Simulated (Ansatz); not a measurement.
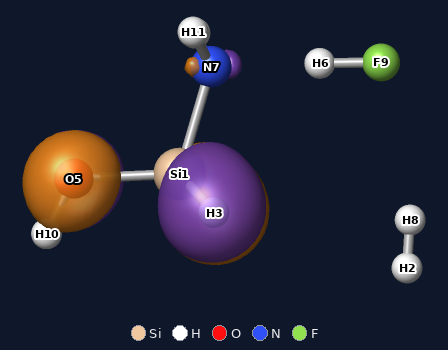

Figure 1: H₅NOSi···H₂···HF. The HOMO at ±0.15 Å⁻³ᐟ² (orange and purple are the two phases), seen across its widest extent.

The product side of a reaction path; geometry: PBE0-D4/def2-TZVP.

The calculation used RKS PBE0-D4/def2-TZVPP (Ansatz 0.2.0).

Input file:

```
crystal:
  periodic: [false, false, false]
  atoms:
    - {symbol: Si, position_ang: [-0.158381, 0.787440, 0.585782]}
    - {symbol: H, position_ang: [-1.305969, -2.858603, 0.809739]}
    - {symbol: H, position_ang: [0.445265, -0.134274, 1.576788]}
    - {symbol: H, position_ang: [-1.561951, 0.419367, 0.284765]}
    - {symbol: O, position_ang: [-0.052188, 2.349607, 1.088807]}
    - {symbol: H, position_ang: [0.615053, -1.001611, -1.391218]}
    - {symbol: N, position_ang: [0.742677, 0.609296, -0.888732]}
    - {symbol: H, position_ang: [-0.889678, -2.775344, 0.193743]}
    - {symbol: F, position_ang: [0.534209, -1.914690, -1.663143]}
    - {symbol: H, position_ang: [-0.505947, 2.610652, 1.891413]}
    - {symbol: H, position_ang: [1.740219, 0.765811, -0.810690]}
    - {symbol: H, position_ang: [0.396789, 1.142348, -1.677354]}
basis:
  gaussian: {orbitals: def2-TZVPP}
hamiltonian: {xc: pbe0, dispersion: d4}
output: {orbitals: {seedname: orbitals}}
```

Run with:

```sh
ansatz run in.yaml --threads 4 --pin off --events-out ev --progress --plain --max-ram 9574MiB
```

Q: Describe this orbital and give its energy.

A: It lies mainly on O5 (about 40 %), Si1 (about 25 %), H4 (about 15 %) and H3 (about 15 %). Its energy is −9.04 eV.
